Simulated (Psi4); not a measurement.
# Predicting a hybrid from its neighbours: CHCl2F (dichlorofluoromethane)

CHCl2F has 5 atoms, charge 0, and is taken as a singlet. SMILES: `FC(Cl)Cl`. The shape is that of a PBE0-D4/def2-TZVP optimisation.

The dipole moment y, in D, basis def2-SVPD; a is the functional's share of exact exchange. Programs: Psi4 1.11.

| functional | program | a | y (D) |
| --- | --- | --- | --- |
| BLYP | Psi4 | 0 | 1.21 |
| revPBE | Psi4 | 0 | 1.19 |
| TPSSh | Psi4 | 0.1 | ? |
| B3LYP | Psi4 | 0.2 | 1.27 |
| PBE0 | Psi4 | 0.25 | 1.27 |
| BHLYP | Psi4 | 0.5 | 1.35 |

**Question.** Fit y = c + s·a to the known rows and predict TPSSh.

**Answer.** 
1. Means of the 5 rows: a = 0.1900, y = 1.258.
2. Σ(Δa)² = 0.172, Σ(Δa·Δy) = 0.0514, so the slope is 0.0514/0.172 = 0.29884.
3. Intercept: 1.258 − (0.29884) × 0.1900 = 1.201. The largest residual of the fit is 0.011.
4. TPSSh: 1.201 + (0.29884) × 0.1 = 1.23 D.

The run gave 1.27 D, so the prediction is off by -0.04 D, more than the largest residual. More exact exchange makes the molecule more polar here. The rows mix families of semi-local functionals, which the line can't see. The measured value is 1.29 D (NIST CCCBDB); in this basis the line meets it at a = 0.30.

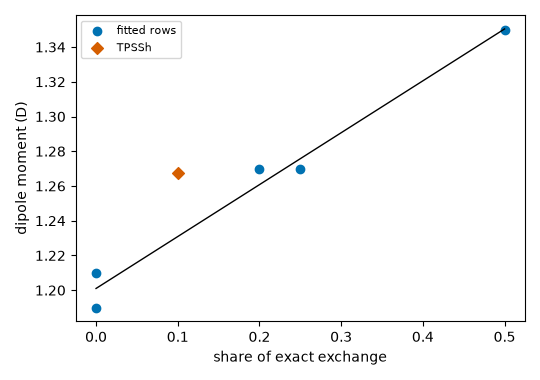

The fitted line, with the withheld row.
